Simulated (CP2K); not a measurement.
1,4-cyclohexadiene has these distinct C atoms: C1 (bonded to 2 C and 2 H) and C2 (bonded to 2 C and H).

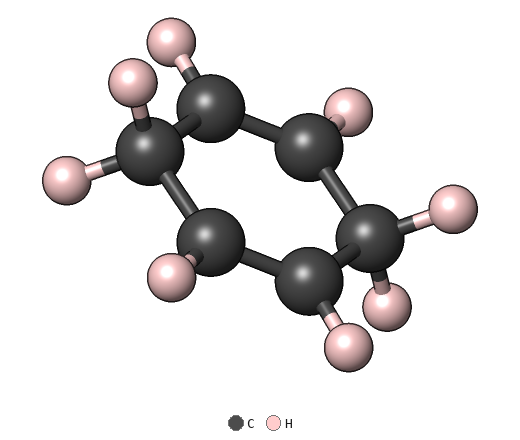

The molecule (carbon dark grey, hydrogen pink).

```xyz
14

C     1.4959    0.1115    0.0126
C     0.7456   -1.0566    0.5892
C    -0.5898   -1.1567    0.5768
C    -1.4959   -0.1115   -0.0126
C    -0.7456    1.0566   -0.5892
C     0.5898    1.1567   -0.5768
H     2.2123   -0.2415   -0.7535
H     2.1400    0.5659    0.7894
H     1.3399   -1.8573    1.0359
H    -1.0664   -2.0363    1.0160
H    -2.1400   -0.5659   -0.7894
H    -2.2123    0.2415    0.7535
H    -1.3399    1.8573   -1.0359
H     1.0664    2.0363   -1.0160
```

Their partial C K spectra (CP2K XAS_TDP, all-electron GAPW, PBEh(45%), aug-cc-pVDZ, TDA, GW2X-corrected core level, no relativity) are given in random order, each times the number of alike atoms.

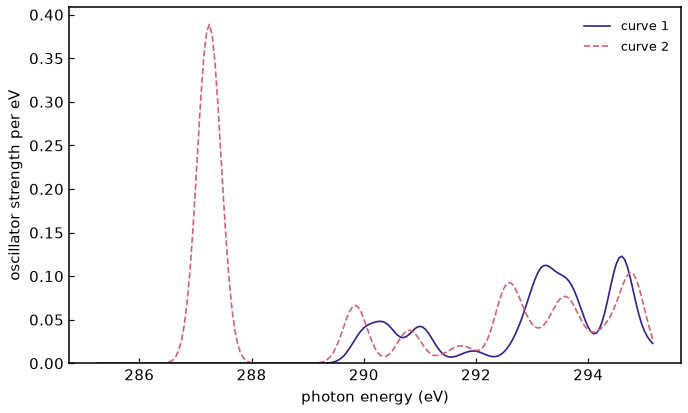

Gaussian full width 0.5 eV, oscillator strength per eV, alike atoms added, rows of zeros left out.

Which curve belongs to which atom?

Curve 1: C1 (bonded to 2 C and 2 H), leading line at 290.00 eV (f = 0.009 an atom), ionisation energy 291.99 eV, term value 1.99 eV. Curve 2: C2 (bonded to 2 C and H), leading line at 287.25 eV (f = 0.052 an atom), ionisation energy 291.72 eV, term value 4.47 eV. The leading line of an atom is its first one with 35 % of the strongest within 2.5 eV of its lowest line over the strength cut. A line lies at the core ionisation energy, which rises as an atom loses charge to its neighbours or to a π system, less the term value, which is large for a low π* or σ* orbital with weight on that atom.

[Banner, clock and machine lines of the logs are left out without a mark of their own.]

[Logs are printed without paths, hosts, clocks, repeated set-up lines and the standing remarks that a program may print on its own settings, such as how far it seeks lower states.]

[Hosts, paths, dates, database ids (printed as entryN), source tags and the programs' standing remarks are cut or masked in the printed files.]
